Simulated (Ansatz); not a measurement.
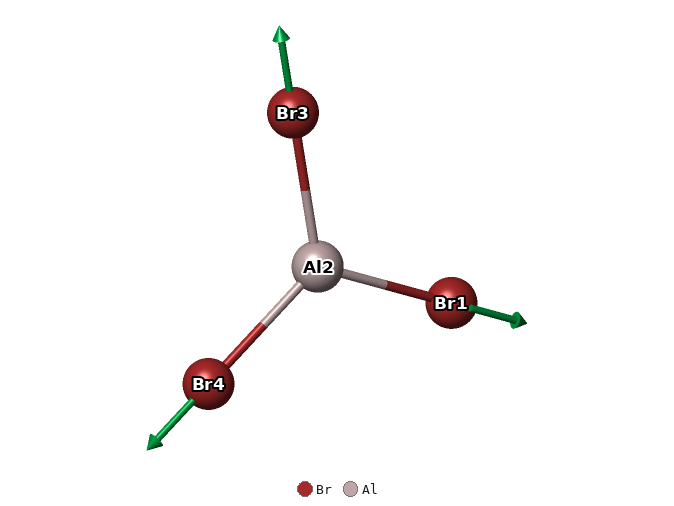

The arrows show one normal mode. Harmonic vibrations computed with RKS PBE0-D4/def2-TZVP (Ansatz 0.2.0) at a stationary point of the same level.

Question: Describe the motion.

Answer: Mostly in-phase stretching of 3 Al–Br bonds.

Question: At what wavenumber does it lie?

Answer: 232 cm⁻¹; it is mode 4 of 6 counted from the lowest.
